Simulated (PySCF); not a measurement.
# C₁₀H₁₂: excited states, first hyperpolarisability

Wanted: excited states, first hyperpolarisability for C₁₀H₁₂ (`C=Cc1ccc(CC)cc1`).

Computed with PySCF 2.14.0 and routines of our own; the level stands in each step. Atoms count from 0.

### Step 1. The system as given

22 atoms, charge 0, multiplicity 1; geometry from: GFN2-xTB.

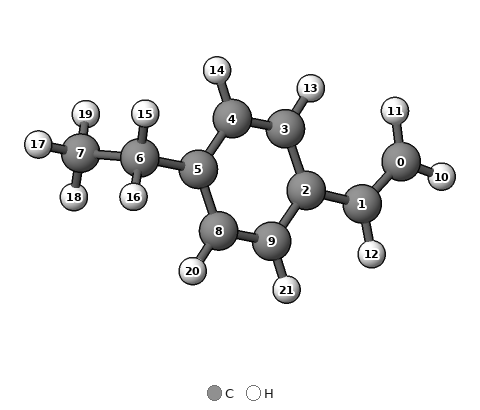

The starting geometry (carbon grey, hydrogen white).

### Step 2. Geometry optimisation at PBE0-D3(BJ)/def2-SVP

What the job is given:

```
{"job": {"xc": "PBE0", "basis": "def2-SVP", "d3": "d3bj", "grid": 2, "kind": "geom"}, "charge": 0, "multiplicity": 1}
C      3.711551     0.209015     1.604803
C      3.089227     0.289476     0.434508
C      1.675979     0.046321     0.173983
C      0.762562    -0.286961     1.174957
C     -0.563840    -0.519506     0.873645
C     -1.030463    -0.431739    -0.433073
C     -2.482225    -0.653911    -0.746841
C     -3.268754     0.651639    -0.609445
C     -0.127842    -0.089369    -1.432085
C      1.200078     0.144496    -1.134867
H      4.767204     0.403048     1.690004
H      3.208045    -0.052611     2.519672
H      3.665455     0.557990    -0.443256
H      1.091919    -0.365609     2.199670
H     -1.254120    -0.778020     1.664833
H     -2.898016    -1.397207    -0.062909
H     -2.587888    -1.031256    -1.766323
H     -4.320879     0.487426    -0.831549
H     -2.881319     1.400643    -1.296745
H     -3.183170     1.038944     0.403470
H     -0.469843    -0.009856    -2.454987
H      1.885930     0.406433    -1.929103
```

Command:

```
$ OMP_NUM_THREADS=1 python excited_run.py task.json out
```

The driver reads the jobs from task.json and runs them one after another.

Log:

```text
step   0  E = -387.54797072  max force = 0.012564
step   1  E = -387.55032324  max force = 0.002526
step   2  E = -387.55034427  max force = 0.000322
step   3  E = -387.55034342  max force = 0.000457
step   4  E = -387.55034551  max force = 0.000139
optimisation converged
```

Wall time 76 s (1 thread of Intel Xeon 6975P-C, shared host); peak memory 0.91 GiB.

Step by step:

| step | energy from step 0 (eV) | largest force component (eV/Å) |
| --- | --- | --- |
| 0 | 0.0000 | 0.6461 |
| 1 | -0.0640 | 0.1299 |
| 2 | -0.0646 | 0.0166 |
| 3 | -0.0646 | 0.0235 |
| 4 | -0.0646 | 0.0071 |

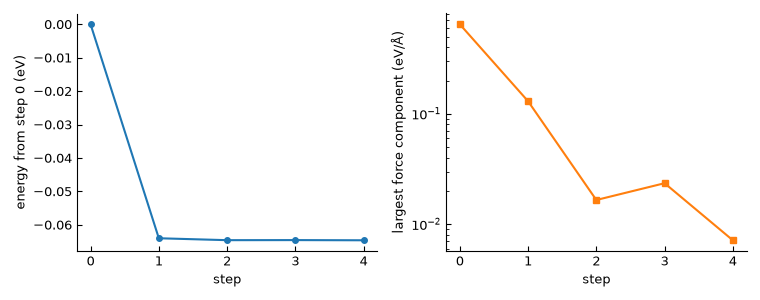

Energy and force, step by step.

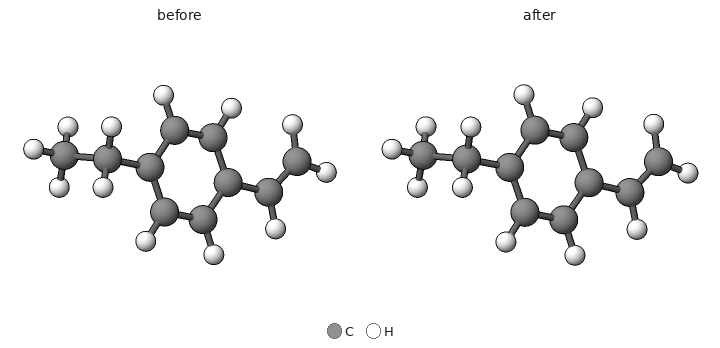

Before and after, at one scale.

Close pairs (by a distance rule), those that changed most:

| bond | before (Å) | after (Å) | change (Å) |
| --- | --- | --- | --- |
| C0–H11 | 1.077 | 1.093 | +0.017 |
| C0–H10 | 1.077 | 1.092 | +0.015 |
| C7–H17 | 1.088 | 1.101 | +0.013 |
| C7–H19 | 1.088 | 1.101 | +0.013 |
| C3–H13 | 1.079 | 1.092 | +0.013 |
| C7–H18 | 1.088 | 1.101 | +0.013 |
| C4–H14 | 1.081 | 1.094 | +0.013 |
| C1–H12 | 1.084 | 1.096 | +0.012 |

The next job starts from the end point, and lists it.

| at the end point | value |
| --- | --- |
| point group (found at 0.08 Å tolerance) | C1 |
| rotational constants (GHz, main isotopes) | 3.973, 0.685, 0.619 |
| dipole moment (D) | 0.64 |

### Step 3. Excited states: TDA CAM-B3LYP/def2-SVPD

What the job is given:

```
{"job": {"kind": "states", "xc": "CAM-B3LYP", "basis": "def2-SVPD", "tda": true, "soc": true, "nstates": 6, "ntriplets": 5, "nquad": 4}, "charge": 0, "multiplicity": 1}
C      3.637686     0.338838     1.587942
C      3.004195     0.410248     0.410937
C      1.581531     0.165604     0.147421
C      0.659922    -0.170243     1.152654
C     -0.676038    -0.395724     0.850617
C     -1.154200    -0.298162    -0.463722
C     -2.613555    -0.491406    -0.774153
C     -3.417540     0.800193    -0.642972
C     -0.238740     0.036677    -1.465576
C      1.101169     0.263653    -1.166267
H      4.707639     0.544800     1.662398
H      3.123742     0.074760     2.516183
H      3.591336     0.679470    -0.474739
H      0.994050    -0.259006     2.188690
H     -1.370889    -0.659125     1.653492
H     -3.032369    -1.255551    -0.099040
H     -2.719790    -0.889122    -1.796488
H     -4.481549     0.633529    -0.871226
H     -3.038335     1.572209    -1.330054
H     -3.348084     1.206693     0.377792
H     -0.581349     0.117280    -2.501248
H      1.798213     0.520227    -1.968912
```

Level: TDA CAM-B3LYP/def2-SVPD excited states, vertical, gas phase, spin-orbit mean-field couplings.

Log:

```text
coarse grid: 18304 points
cycle   1  E = -387.6602016789  dE =  1.599e+00  |g| = 3.301e-01  |ddm| = 2.506e+01
cycle   2  E = -387.6833198691  dE = -2.312e-02  |g| = 2.181e-01  |ddm| = 4.628e+00
cycle   3  E = -387.6957586823  dE = -1.244e-02  |g| = 3.855e-02  |ddm| = 1.397e+00
cycle   4  E = -387.6960858760  dE = -3.272e-04  |g| = 2.084e-02  |ddm| = 2.763e-01
cycle   5  E = -387.6962002947  dE = -1.144e-04  |g| = 3.514e-03  |ddm| = 1.226e-01
cycle   6  E = -387.6962035582  dE = -3.263e-06  |g| = 1.209e-03  |ddm| = 1.768e-02
final grid: 176544 points
cycle   7  E = -387.7801822583  dE = -4.874e-05  |g| = 3.912e-03  |ddm| = 3.353e-01
cycle   8  E = -387.7801835439  dE = -1.286e-06  |g| = 3.401e-03  |ddm| = 5.999e-02
cycle   9  E = -387.7801865849  dE = -3.041e-06  |g| = 4.546e-04  |ddm| = 2.104e-02
cycle  10  E = -387.7801866227  dE = -3.786e-08  |g| = 2.654e-04  |ddm| = 2.628e-03
cycle  11  E = -387.7801866415  dE = -1.876e-08  |g| = 4.591e-05  |ddm| = 1.195e-03
cycle  12  E = -387.7801866421  dE = -5.774e-10  |g| = 9.942e-06  |ddm| = 2.530e-04
converged SCF energy = -387.7801866421

Singlet excitations
state   eV       nm        f     d(h-e)  d(exc)  Lambda  PR(NTO)  |dmu|/D   mu/D   main configurations
  1   5.0128   247.3   0.08129   0.145   3.145   0.646   1.700    0.304    0.569   H->L+1 0.44, H-1->L 0.30, H->L 0.20
  2   5.2980   234.0   0.52844   0.341   3.352   0.767   1.226    1.315    1.981   H->L 0.72, H-1->L 0.14, H->L+1 0.08
  3   6.4679   191.7   0.01686   0.275   4.181   0.317   1.101    1.836    2.481   H->L+2 0.61, H->L+3 0.29
  4   6.5595   189.0   0.25316   0.068   3.535   0.582   1.998    0.308    0.963   H-1->L 0.41, H->L+1 0.38
  5   6.8661   180.6   0.73353   0.168   3.025   0.743   2.003                     H-1->L+1 0.59, H-2->L 0.10
  6   6.8857   180.1   0.08314   0.228   4.111   0.319   1.240                     H->L+4 0.65, H->L+3 0.09

Triplet excitations (Tamm-Dancoff)
state   eV     d(h-e)  d(exc)  Lambda  PR(NTO)   main configurations
  1   3.1679   0.025   2.938   0.807   1.221   H->L 0.86
  2   4.4017   0.095   2.469   0.750   1.715   H-1->L+1 0.55, H-1->L 0.14, H-2->L 0.13
  3   4.4252   0.303   2.997   0.625   1.390   H->L+1 0.74, H-1->L 0.15
  4   4.8369   0.306   2.799   0.617   1.564   H-1->L 0.38, H-2->L 0.24, H->L+1 0.09
  5   4.8653   0.245   2.814   0.699   1.341   H-1->L+1 0.33, H-1->L 0.26, H-2->L 0.14
S1 - T1 = 1.8448 eV

Spin-orbit couplings |<S|Hso|T>| (cm-1)
             T1       T2       T3       T4       T5
S0        0.077    0.072    0.135    0.079    0.103
S1        0.042    0.045    0.029    0.021    0.027
S2        0.024    0.032    0.093    0.048    0.066
S3        1.606    0.865    0.577    0.741    0.578
S4        0.344    0.312    0.350    0.139    0.184
S5        0.677    0.255    0.758    0.146    0.487
S6        1.947    0.710    2.274    0.681    1.291
T1 sublevels (cm-1): 0.000 0.000 0.000   radiative rates (1/s): 0.0113 0.00392 0.00023
```

It took 72 s on 1 thread of Intel Xeon 6975P-C, shared host; peak memory 1.4 GiB.

From this job:

| quantity | value |
| --- | --- |
| S1 less T1 | 1.84 eV |

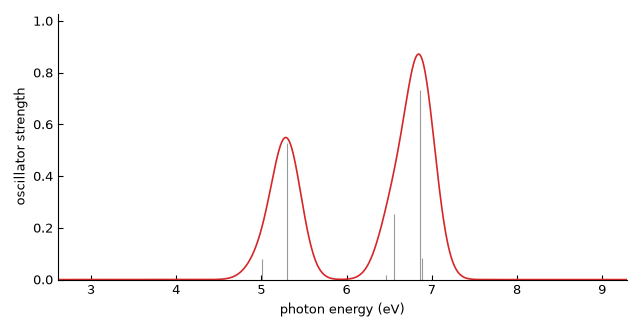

Absorption lines of the singlets. Lines are broadened to a width of 0.40 eV (Gaussian).

### Step 4. Excited states: TDDFT CAM-B3LYP/def2-SVPD

Settings changed since step 3:

```diff
@@ -1,2 +1,2 @@
-{"job": {"kind": "states", "xc": "CAM-B3LYP", "basis": "def2-SVPD", "tda": true, "soc": true, "nstates": 6, "ntriplets": 5, "nquad": 4}, "charge": 0, "multiplicity": 1}
+{"job": {"kind": "states", "xc": "CAM-B3LYP", "basis": "def2-SVPD", "tpa": true, "nstates": 8, "nquad": 6, "ntriplets": 0}, "charge": 0, "multiplicity": 1}
 C      3.637686     0.338838     1.587942
```

With the program's defaults for keys left out, this is: TDDFT CAM-B3LYP/def2-SVPD excited states, vertical, gas phase, two-photon moments by quadratic response.

Log:

```text
coarse grid: 18304 points
cycle   1  E = -387.6602016789  dE =  1.599e+00  |g| = 3.301e-01  |ddm| = 2.506e+01
cycle   2  E = -387.6833198691  dE = -2.312e-02  |g| = 2.181e-01  |ddm| = 4.628e+00
cycle   3  E = -387.6957586823  dE = -1.244e-02  |g| = 3.855e-02  |ddm| = 1.397e+00
cycle   4  E = -387.6960858760  dE = -3.272e-04  |g| = 2.084e-02  |ddm| = 2.763e-01
cycle   5  E = -387.6962002947  dE = -1.144e-04  |g| = 3.514e-03  |ddm| = 1.226e-01
cycle   6  E = -387.6962035582  dE = -3.263e-06  |g| = 1.209e-03  |ddm| = 1.768e-02
final grid: 176544 points
cycle   7  E = -387.7801822583  dE = -4.874e-05  |g| = 3.912e-03  |ddm| = 3.353e-01
cycle   8  E = -387.7801835439  dE = -1.286e-06  |g| = 3.401e-03  |ddm| = 5.999e-02
cycle   9  E = -387.7801865849  dE = -3.041e-06  |g| = 4.546e-04  |ddm| = 2.104e-02
cycle  10  E = -387.7801866227  dE = -3.786e-08  |g| = 2.654e-04  |ddm| = 2.628e-03
cycle  11  E = -387.7801866415  dE = -1.876e-08  |g| = 4.591e-05  |ddm| = 1.195e-03
cycle  12  E = -387.7801866421  dE = -5.774e-10  |g| = 9.942e-06  |ddm| = 2.530e-04
converged SCF energy = -387.7801866421

Singlet excitations
state   eV       nm        f     d(h-e)  d(exc)  Lambda  PR(NTO)  |dmu|/D   mu/D   delta(TPA)   sigma/GM   main configurations
  1   4.9076   252.6   0.24123   0.196   3.199   0.723   1.405    0.487    0.944       65.08      0.574   H->L 0.57, H->L+1 0.25, H-1->L 0.12
  2   5.0999   243.1   0.24688   0.226   3.194   0.661   1.519    0.758    1.425       13.95      0.133   H->L 0.37, H-1->L 0.30, H->L+1 0.29
  3   6.2158   199.5   0.25752   0.144   3.471   0.581   2.069    0.464    1.128        7.90      0.112   H-1->L 0.51, H->L+1 0.42
  4   6.4688   191.7   0.00970   0.355   4.184   0.308   1.069    2.172    2.808       81.36      1.247   H->L+2 0.62, H->L+3 0.32
  5   6.5533   189.2   0.50187   0.104   2.768   0.805   1.656    0.214    0.758        5.37      0.085   H-1->L+1 0.77, H-2->L 0.09
  6   6.8794   180.2   0.00287   0.141   4.237   0.283   1.091    1.186    1.843      149.26      2.588   H->L+4 0.67, H->L+3 0.12
  7   6.9183   179.2   0.00991   0.777   4.635   0.309   1.157                                            H->L+3 0.42, H->L+4 0.22, H->L+2 0.21
  8   7.1579   173.2   0.01293   0.057   4.058   0.681   1.935                                            H-2->L 0.63, H->L+6 0.13, H->L+5 0.09
```

Wall time 89 s (1 thread of Intel Xeon 6975P-C, shared host); peak memory 1.4 GiB.

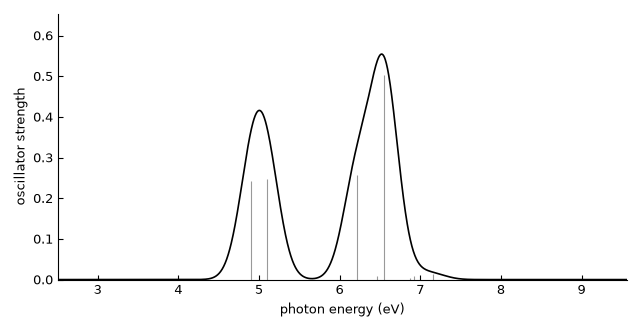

Absorption lines of the singlets. Lines are broadened to a width of 0.40 eV (Gaussian).

### Step 5. First hyperpolarisability: quadratic response CAM-B3LYP/def2-SVPD

Settings changed since step 4:

```diff
@@ -1,2 +1,2 @@
-{"job": {"kind": "states", "xc": "CAM-B3LYP", "basis": "def2-SVPD", "tpa": true, "nstates": 8, "nquad": 6, "ntriplets": 0}, "charge": 0, "multiplicity": 1}
+{"job": {"kind": "beta", "xc": "CAM-B3LYP", "basis": "def2-SVPD"}, "charge": 0, "multiplicity": 1}
 C      3.637686     0.338838     1.587942
```

Method: quadratic response CAM-B3LYP/def2-SVPD first hyperpolarisability, Taylor convention, gas phase.

Log:

```text
coarse grid: 18304 points
cycle   1  E = -387.6602016789  dE =  1.599e+00  |g| = 3.301e-01  |ddm| = 2.506e+01
cycle   2  E = -387.6833198691  dE = -2.312e-02  |g| = 2.181e-01  |ddm| = 4.628e+00
cycle   3  E = -387.6957586823  dE = -1.244e-02  |g| = 3.855e-02  |ddm| = 1.397e+00
cycle   4  E = -387.6960858760  dE = -3.272e-04  |g| = 2.084e-02  |ddm| = 2.763e-01
cycle   5  E = -387.6962002947  dE = -1.144e-04  |g| = 3.514e-03  |ddm| = 1.226e-01
cycle   6  E = -387.6962035582  dE = -3.263e-06  |g| = 1.209e-03  |ddm| = 1.768e-02
final grid: 176544 points
cycle   7  E = -387.7801822583  dE = -4.874e-05  |g| = 3.912e-03  |ddm| = 3.353e-01
cycle   8  E = -387.7801835439  dE = -1.286e-06  |g| = 3.401e-03  |ddm| = 5.999e-02
cycle   9  E = -387.7801865849  dE = -3.041e-06  |g| = 4.546e-04  |ddm| = 2.104e-02
cycle  10  E = -387.7801866227  dE = -3.786e-08  |g| = 2.654e-04  |ddm| = 2.628e-03
cycle  11  E = -387.7801866415  dE = -1.876e-08  |g| = 4.591e-05  |ddm| = 1.195e-03
cycle  12  E = -387.7801866421  dE = -5.778e-10  |g| = 9.942e-06  |ddm| = 2.530e-04
converged SCF energy = -387.7801866421

Lowest singlets (eV, f): 4.9076 0.2412  5.0999 0.2469  6.2158 0.2575

First hyperpolarisability (au)
process     nm      |vector|   parallel      HRS      DR
static         -      208.63     123.81      89.52   4.473
shg       1907.0      231.38     137.36      98.95   4.526
eope      1907.0      215.82      128.1          -       -
shg       1064.0      297.61     176.78     126.41   4.636
eope      1064.0      233.13      138.4          -       -
```

Run time: 66 s. Hardware: 1 thread of Intel Xeon 6975P-C, shared host; peak memory 1.4 GiB.

### Step 6. Excited states: TDA CAM-B3LYP/def2-SVPD in toluene

Settings changed since step 5:

```diff
@@ -1,2 +1,2 @@
-{"job": {"kind": "beta", "xc": "CAM-B3LYP", "basis": "def2-SVPD"}, "charge": 0, "multiplicity": 1}
+{"job": {"kind": "states", "xc": "CAM-B3LYP", "basis": "def2-SVPD", "tda": true, "soc": true, "nstates": 6, "ntriplets": 5, "nquad": 4, "solvent": "toluene"}, "charge": 0, "multiplicity": 1}
 C      3.637686     0.338838     1.587942
```

Level: TDA CAM-B3LYP/def2-SVPD excited states, vertical, IEF-PCM toluene (non-equilibrium response), spin-orbit mean-field couplings.

Log:

```text
coarse grid: 18304 points
cycle   1  E = -387.6638333942  dE =  1.596e+00  |g| = 3.245e-01  |ddm| = 2.515e+01
cycle   2  E = -387.6871295209  dE = -2.330e-02  |g| = 2.068e-01  |ddm| = 4.171e+00
cycle   3  E = -387.6981966579  dE = -1.107e-02  |g| = 3.960e-02  |ddm| = 1.247e+00
cycle   4  E = -387.6985384044  dE = -3.417e-04  |g| = 2.127e-02  |ddm| = 2.615e-01
cycle   5  E = -387.6986571748  dE = -1.188e-04  |g| = 2.915e-03  |ddm| = 1.245e-01
cycle   6  E = -387.6986594714  dE = -2.297e-06  |g| = 1.160e-03  |ddm| = 1.595e-02
final grid: 176544 points
cycle   7  E = -387.7826186954  dE = -4.903e-05  |g| = 3.780e-03  |ddm| = 3.387e-01
cycle   8  E = -387.7826201780  dE = -1.483e-06  |g| = 3.132e-03  |ddm| = 5.649e-02
cycle   9  E = -387.7826227450  dE = -2.567e-06  |g| = 3.750e-04  |ddm| = 1.825e-02
cycle  10  E = -387.7826227689  dE = -2.388e-08  |g| = 2.412e-04  |ddm| = 2.378e-03
cycle  11  E = -387.7826227845  dE = -1.557e-08  |g| = 3.997e-05  |ddm| = 1.045e-03
cycle  12  E = -387.7826227849  dE = -4.612e-10  |g| = 9.415e-06  |ddm| = 2.093e-04
converged SCF energy = -387.7826227849

Singlet excitations
state   eV       nm        f     d(h-e)  d(exc)  Lambda  PR(NTO)  |dmu|/D   mu/D   main configurations
  1   4.9711   249.4   0.30681   0.214   3.223   0.714   1.361    0.649    1.232   H->L 0.47, H->L+1 0.29, H-1->L 0.18
  2   5.1710   239.8   0.46372   0.282   3.277   0.700   1.308    1.167    1.959   H->L 0.46, H-1->L 0.25, H->L+1 0.24
  3   6.4048   193.6   0.46956   0.083   3.505   0.578   2.069    0.377    1.149   H-1->L 0.48, H->L+1 0.42
  4   6.4887   191.1   0.02341   0.435   4.094   0.320   1.090    2.619    3.379   H->L+2 0.64, H->L+3 0.27
  5   6.6925   185.3   0.71800   0.120   2.786   0.807   1.632                     H-1->L+1 0.74, H-2->L 0.09
  6   6.9643   178.0   0.01063   0.519   4.441   0.325   1.158                     H->L+3 0.39, H->L+4 0.24, H->L+2 0.16

Triplet excitations (Tamm-Dancoff)
state   eV     d(h-e)  d(exc)  Lambda  PR(NTO)   main configurations
  1   3.1765   0.029   2.942   0.806   1.220   H->L 0.86
  2   4.4132   0.100   2.478   0.745   1.685   H-1->L+1 0.55, H-1->L 0.15, H-2->L 0.12
  3   4.4343   0.296   2.991   0.628   1.382   H->L+1 0.74, H-1->L 0.15
  4   4.8416   0.346   2.836   0.601   1.592   H-1->L 0.44, H-2->L 0.21, H->L+1 0.11
  5   4.8723   0.219   2.772   0.709   1.485   H-1->L+1 0.34, H-1->L 0.19, H-2->L 0.18
S1 - T1 = 1.7946 eV

Spin-orbit couplings |<S|Hso|T>| (cm-1)
             T1       T2       T3       T4       T5
S0        0.073    0.071    0.135    0.066    0.105
S1        0.044    0.054    0.052    0.022    0.039
S2        0.026    0.018    0.076    0.045    0.063
S3        0.219    0.081    0.037    0.110    0.140
S4        1.531    0.827    0.618    0.628    0.620
S5        0.081    0.066    0.095    0.075    0.067
S6        1.323    0.765    2.154    0.366    1.252
T1 sublevels (cm-1): 0.000 0.000 0.000   radiative rates (1/s): 0.0105 0.00776 0.000336
```

Run time: 74 s. Hardware: 1 thread of Intel Xeon 6975P-C, shared host; peak memory 1.5 GiB.

Key values:

| quantity | value |
| --- | --- |
| S1 less T1 | 1.79 eV |

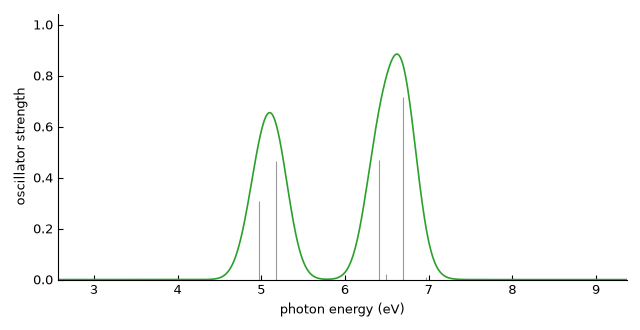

Absorption lines of the singlets. Lines are broadened to a width of 0.40 eV (Gaussian).

### Step 7. Summary of results

| quantity | value |
| --- | --- |
| point group | C1 |
| rotational constants (main isotopes) | 3.97, 0.69, 0.62 GHz |
| S1 less T1 (step 3, TDA CAM-B3LYP/def2-SVPD) | 1.84 eV |
| β vector (step 5, quadratic response CAM-B3LYP/def2-SVPD) | static 209, SHG 1907.0 nm 231, SHG 1064.0 nm 298 au |
| S1 less T1 (step 6, TDA CAM-B3LYP/def2-SVPD in toluene) | 1.79 eV |

What this shows: Relaxing lowered the energy by 0.065 eV in 4 steps; the close pair that moved most is C0–H11, from 1.077 to 1.093 Å. No frequency check was run at this level, so the end point may be a saddle. In step 3, the number of triplets below S1 is at least 5, and the largest singlet-triplet spin-orbit coupling is S6–T3, 2.27 cm⁻¹. β grows from 209 au (static) to 298 au for doubling at 1064.0 nm: normal dispersion, which grows as twice the photon energy moves toward the bright states. In step 6, the number of triplets below S1 is at least 5, and the largest singlet-triplet spin-orbit coupling is S6–T3, 2.15 cm⁻¹.
